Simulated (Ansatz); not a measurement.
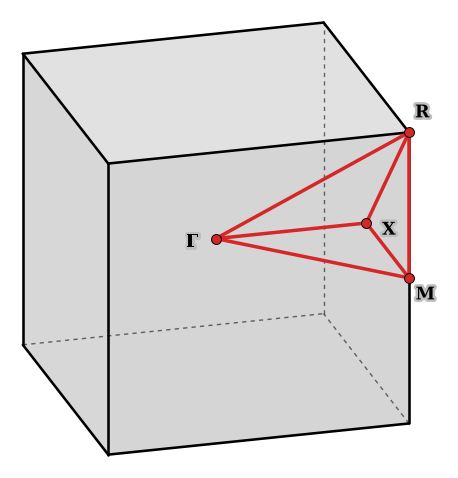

The figure shows the first Brillouin zone with its special points and a band path. Crystal: NbAl6, the input geometry of an electronic-structure calculation (not necessarily at equilibrium); the starting structure was generated, so it need not be a known form of this composition. Geometry calculated from the standardised cell; symmetry tolerance 0.002 Å.

Labels and path follow the convention of Hinuma et al. (2017), as computed by seekpath.

### Name the Bravais lattice of the crystal.

A simple cubic lattice (cP; extended symbol cP2). The zone is a cube: 6 faces (6 with 4 edges), 12 edges, 8 vertices.

### In which order does the conventional band path visit the special points?

Γ–X–M–Γ–R–X | R–M
